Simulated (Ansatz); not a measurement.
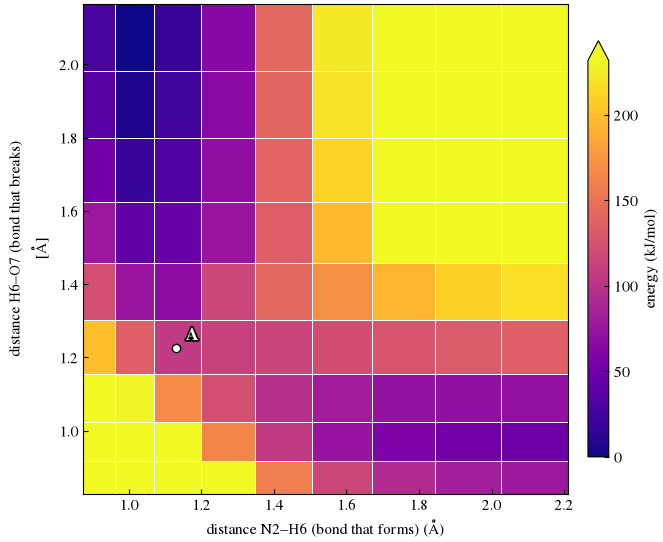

The reacting system F₂H₅NOSi (fragments F₂H₃NSi + H₂O where the first distance is long, F₂H₂OSi + H₃N where the second is long). First axis: distance N2–H6 (bond that forms). Second axis: distance H6–O7 (bond that breaks). Relaxed at each point: all other coordinates. Grid: 9 × 9 points. Points are written as (first, second). Energies: kJ/mol, counted from the lowest grid point. Energies and slopes of some neighbouring points disagree (a jump in structure or state, or too coarse a mesh). The reference is spin-restricted, so regions where a bond is pulled apart into radicals lie too high. These are results of RKS B3LYP-D4/def2-SVP in Ansatz 0.2.0, not measurements.

In the figure: one coloured cell a grid point, one colour for all values above the top of the scale, the point A.

Q: Is A at rest? If not, where is it pushed?

A: A, at (1.130 Å, 1.225 Å), is not a stationary point. The computed force is 64 kJ/mol for each Å towards larger values of the first coordinate and 320 kJ/mol for each Å towards larger values of the second coordinate.
